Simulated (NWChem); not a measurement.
# One shape, several levels: MgHF (SMILES [F][MgH])

Aim: a comparison of 6 runs (HF/STO-3G, HF/3-21G, HF/def2-SVP, PBE0/def2-SVP, CCSD/def2-TZVP, CCSD(T)/aug-cc-pVDZ) of MgHF. 

The calculation is run with NWChem 7.3.0.

## 1. Starting point

The species is MgHF (3 atoms), meant as a singlet with charge 0. As SMILES, `[F][MgH]`. The coordinates come from a PBE0-D4/def2-TZVP relaxation.

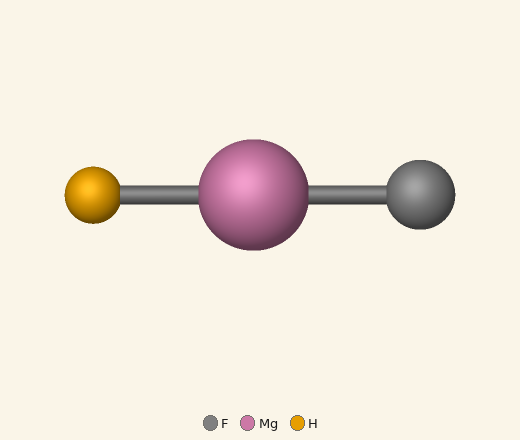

Viewed from a chosen angle; fluorine grey, magnesium pink, hydrogen amber.

## 2. Energy and forces at HF/STO-3G (run 1)

mymol.nw reads:

```
start mymol
title "FHMg gradient"
memory total 2200 mb

geometry units angstroms noautosym nocenter noautoz
  F    -1.378600    0.792200   -0.675100
  Mg    0.014500   -0.032400    0.004400
  H     1.353200   -0.824800    0.657400
end

basis spherical bse
  * library STO-3G
end

scf
  thresh 1e-08
  maxiter 80
  noprint "final vectors analysis"
end

task scf gradient
```

On the command line:

```
$ nwchem mymol.nw > mymol.out
```

The log of the run:

```text
[...]
  functions       =    15
[...]
  wavefunction    = RHF
[...]
         Total SCF energy =   -295.720582786218
      One-electron energy =   -493.815254215486
      Two-electron energy =    160.395338807586
 Nuclear repulsion energy =     37.699332621682
        Time for solution =      0.1s
[...]
                         RHF ENERGY GRADIENTS
    atom               coordinates                        gradient
                 x          y          z           x          y          z
   1 F      -2.605176   1.497041  -1.275754   -0.046576   0.027569  -0.022717
   2 Mg      0.027401  -0.061227   0.008315    0.003737  -0.002212   0.001821
   3 H       2.557177  -1.558646   1.242306    0.042839  -0.025357   0.020896
[...]
```

Wall time 0.8 s (1 thread of AMD EPYC 9R14 (Zen 4), shared host); peak memory 0.099 GiB.

## 3. Energy and gradient at HF/3-21G (run 2)

geom.nw reads:

```
start geom
title "FHMg"
memory stack 880 mb heap 220 mb global 1100 mb

geometry noautosym nocenter noautoz
  F    -1.378600    0.792200   -0.675100
  Mg    0.014500   -0.032400    0.004400
  H     1.353200   -0.824800    0.657400
end

basis spherical bse
  F library 3-21G
  Mg library 3-21G
  H library 3-21G
end

scf
  thresh 1e-08
  maxiter 80
end

task scf gradient
```

On the command line:

```
$ nwchem geom.nw > geom.out
```

The log of the run:

```text
[...]
  functions       =    24
[...]
  wavefunction    = RHF
[...]
         Total SCF energy =   -297.987280157222
      One-electron energy =   -494.266320279684
      Two-electron energy =    158.579707500779
 Nuclear repulsion energy =     37.699332621682
        Time for solution =      0.2s
[...]
                         RHF ENERGY GRADIENTS
    atom               coordinates                        gradient
                 x          y          z           x          y          z
   1 F      -2.605176   1.497041  -1.275754   -0.010416   0.006165  -0.005080
   2 Mg      0.027401  -0.061227   0.008315    0.014283  -0.008454   0.006966
   3 H       2.557177  -1.558646   1.242306   -0.003867   0.002289  -0.001886
[...]
```

Run time: 0.87 s. Hardware: 1 thread of AMD EPYC 9R14 (Zen 4), shared host; peak memory 0.099 GiB.

Runs 3 to 4 aren't shown in full; the table further down has their settings and results.

## 4. A single-point energy at CCSD/def2-TZVP (run 5)

run.py reads:

```python
from ase import Atoms
from ase.calculators.nwchem import NWChem

molecule = Atoms('FMgH', positions=[
    [-1.378600, 0.792200, -0.675100],
    [0.014500, -0.032400, 0.004400],
    [1.353200, -0.824800, 0.657400],
])

calc = NWChem(
    label='a',
    theory='ccsd',
    memory='2200 mb',
    basis='def2-TZVP',
    basispar='spherical bse',
    scf={'nopen': '0', 'rhf': None, 'thresh': '1e-08', 'maxiter': '80'},
    ccsd={'freeze': 'core 2', 'maxiter': '60'},
    task='energy',
)
molecule.calc = calc

print("Total energy (eV):", round(molecule.get_potential_energy(), 6))
```

On the command line:

```
$ export ASE_NWCHEM_COMMAND="nwchem PREFIX.nwi > PREFIX.nwo"
$ python run.py
```

The log of the run:

```text
Total energy (eV): -8168.616812
```

The calculator wrote a.nwi:

```
title "a"

permanent_dir a

scratch_dir a

start a

geometry units angstrom nocenter noautosym noautoz
  F  -1.3786000000000000e+00 7.9220000000000002e-01 -6.7510000000000003e-01
  Mg 1.4500000000000001e-02 -3.2399999999999998e-02 4.4000000000000003e-03
  H  1.3532000000000000e+00 -8.2479999999999998e-01 6.5739999999999998e-01
end

memory 2200 mb

basis spherical bse noprint
   * library def2-TZVP
end

scf
  nopen 0
  rhf
  thresh 1e-08
  maxiter 80
end
ccsd
  freeze core 2
  maxiter 60
end

task ccsd energy
```

a.nwo:

```text
Northwest Computational Chemistry Package (NWChem) 7.3.0
             --------------------------------------------------------

           Job information
           ---------------

    nwchem branch   = 7.3.0
    use scalapack   = T
    input           = a.nwi
    prefix          = a.
    data base       = a/a.db
    status          = startup
    nproc           =        1

           Memory information
           ------------------

[... 5 lines left out ...]
    hardfail = no
[... 115 lines left out ...]
         Quadratically convergent ROHF
[... 19 lines left out ...]
      One-electron energy =   -495.849209431567
[... 261 lines left out ...]
 Reference energy:           -299.720832117502312
[... 23 lines left out ...]
  Failed reading restart vector from a/a.t2
[... 3 lines left out ...]
             energy      energy      error      ampl     ampl      Block
[... 6 lines left out ...]
                  *************converged*************
[... 16 lines left out ...]
 Total SCS-CCSD energy:                -300.302919379595778
[... 1 line left out ...]
 routine      calls  cpu(0)   cpu-min  cpu-ave  cpu-max   i/o
 aoccsd          1     0.01     0.01     0.01     0.01    0.00
 iterdrv         1     0.02     0.02     0.02     0.02    0.00
 pampt          14     0.05     0.05     0.05     0.05    0.00
[... 9 lines of this table left out ...]
 Total                22.89    22.89    22.89    22.89    0.00

 Task  times  cpu:       28.5s     wall:       28.5s
 Total times  cpu:       28.5s     wall:       28.5s
```

It took 30 s on 1 thread of AMD EPYC 9R14 (Zen 4), shared host; peak memory 0.14 GiB.

## 5. A single-point energy at CCSD(T)/aug-cc-pVDZ (run 6)

mol.nw reads:

```
start mol
title "FHMg"
memory total 2200 mb

geometry units angstroms noautosym nocenter noautoz
 F       -1.378600       0.792200      -0.675100
 Mg       0.014500      -0.032400       0.004400
 H        1.353200      -0.824800       0.657400
end

basis spherical bse
 * library aug-cc-pVDZ
end

scf
 thresh 1e-08
 maxiter 80
 print medium
end

ccsd
 freeze core 2
 maxiter 60
end

task ccsd(t) energy
```

On the command line:

```
$ nwchem mol.nw > mol.out
```

The log of the run:

```text
[...]
  functions       =    59
[...]
  wavefunction    = RHF
[...]
         Total SCF energy =   -299.693862609677
      One-electron energy =   -495.746972350760
      Two-electron energy =    158.353777119402
 Nuclear repulsion energy =     37.699332621682
        Time for solution =      8.6s
[...]
 Total MP2 energy:           -299.952445071728050
[...]
             energy      energy      error      ampl     ampl      Block
                                                time     time      time
[...]
 Total CCSD energy:           -299.961315173474645
[...]
 Total CCSD+T(CCSD) energy:           -299.967744494095541
[...]
 Total CCSD(T) energy:                -299.966647789849276
[...]
```

Wall time 35 s (1 thread of AMD EPYC 9R14 (Zen 4), shared host); peak memory 0.14 GiB.

## 6. Overview of the runs

| run | level | iteration cap | module | energy (Eh) | dipole moment (D) | largest force (eV/Å) | wall time |
| --- | --- | --- | --- | --- | --- | --- | --- |
| 1 | HF/STO-3G | 80 | scf | -295.720583 | 0.62 | 3.018 | 0.8 s |
| 2 | HF/3-21G | 80 | scf | -297.987280 | 1.28 | 0.926 | 0.87 s |
| 3 | HF/def2-SVP | 80 | scf | -299.523051 | 1.52 | 0.178 | 1.7 s |
| 4 | PBE0/def2-SVP | 100 | dft | -300.211478 | 1.45 | 0.117 | 2.9 s |
| 5 | CCSD/def2-TZVP | 80 | ccsd | -300.191133 | – | – | 30 s |
| 6 | CCSD(T)/aug-cc-pVDZ | 80 | ccsd(t) | -299.966648 | – | – | 35 s |

## 7. Results

| quantity | value |
| --- | --- |
| run 6: total energy | -299.96665 Eh |
| run 6: HOMO energy (Hartree–Fock orbitals) | -11.22 eV |
| run 6: LUMO energy (Hartree–Fock orbitals) | 0.46 eV |
| run 6: HOMO–LUMO gap (Hartree–Fock orbitals) | 11.68 eV |
| run 6: correlation energy (2 core orbitals frozen) | -272.8 mEh |
| run 6: (T) correction | -5.33 mEh |

**Reading.** Over runs 1, 2, 3, 4 the dipole moment (its size) runs from 0.62 D (HF/STO-3G) to 1.52 D (HF/def2-SVP). Over runs 2, 3, 4 the HOMO–LUMO gap runs from 7.46 eV (PBE0/def2-SVP) to 12.91 eV (HF/3-21G). The two ends differ in method and basis. In run 1 the basis is minimal, so the values are rough. All runs together took 71 s, the longest 35 s.
